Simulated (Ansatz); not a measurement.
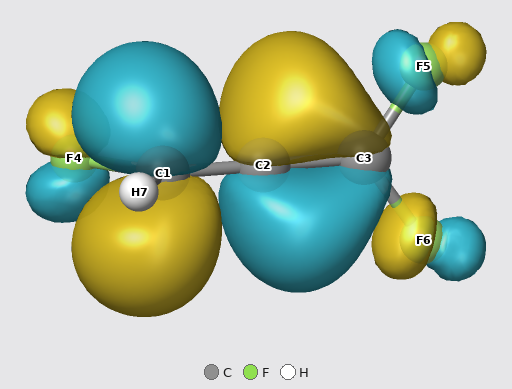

Figure 1: C3HF3 (SMILES FC=C=C(F)F). The LUMO at ±0.1 Å⁻³ᐟ² (yellow and cyan are the two phases), seen at a tilt.

Geometry: B3LYP/6-31G*.

These are results of isolated molecule in a Gaussian basis; Kohn-Sham density functional theory, functional PBE0 in Ansatz, not measurements.

The calculation's input:

```
basis:
  gaussian:
    orbitals: def2-TZVPD
crystal:
  periodic: [false, false, false]
  atoms:
    - symbol: C
      position_ang: [-1.196541, 0.702930, -1.268767]
    - symbol: C
      position_ang: [-0.820426, -0.367098, -0.626644]
    - symbol: C
      position_ang: [-0.453603, -1.425045, 0.034816]
    - symbol: F
      position_ang: [-1.014079, 0.872829, -2.592731]
    - symbol: F
      position_ang: [0.726869, -1.590099, 0.618862]
    - symbol: F
      position_ang: [-1.206066, -2.499890, 0.235752]
    - symbol: H
      position_ang: [-1.689812, 1.563060, -0.822188]
output: {forces: true, orbitals: {seedname: orbitals}}
hamiltonian:
  xc: {name: PBE0}
```

Command:

```sh
ansatz run input.yaml --threads 1 --pin off --max-ram 2610MiB --events-out events.jsonl --progress --plain --runs-dir runs
```

What is the character of this orbital?

By Hirshfeld shares it lies mainly on C1 (about 35 %), C2 (about 25 %), C3 (about 15 %), F4 (about 5 %) and H7 (about 5 %); π-antibonding (π*) across C1–C2. Its energy is −1.04 eV.
